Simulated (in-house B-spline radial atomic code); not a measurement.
N⁴⁺ (Z = 7, 3 electrons); electrons: [He] 2s1 (high spin). Level of theory: non-relativistic LDA (Slater, PW92), spin-polarised, spherical fractional occupations, point nucleus, basis-set limit. Computed with an in-house B-spline radial code.

Wanted: the radial probability densities P² of 1s up and 2s up, each times its occupation.

1s up: outer maximum at 0.149 bohr, ⟨r⟩ = 0.230 bohr, 0 nodes, eigenvalue −476.6 eV; 2s up: outer maximum at 0.894 bohr, ⟨r⟩ = 1.05 bohr, 1 node, eigenvalue −89.0 eV.

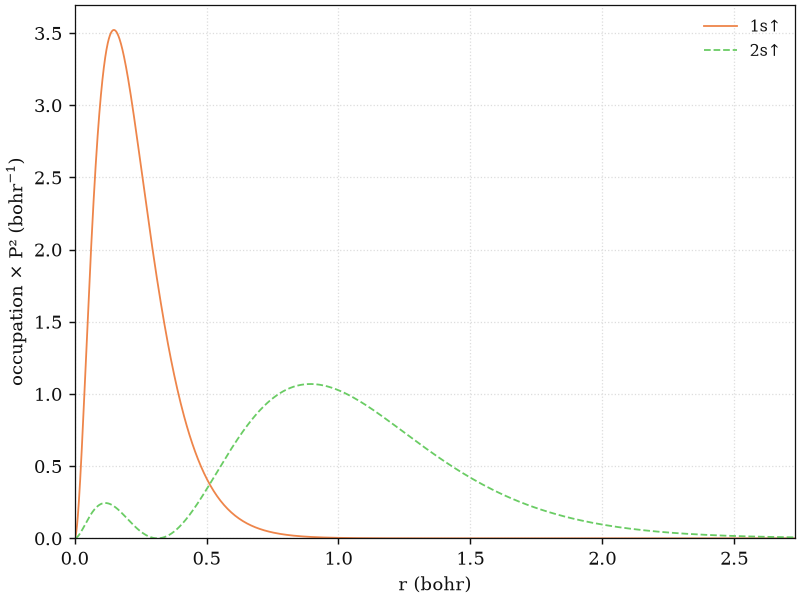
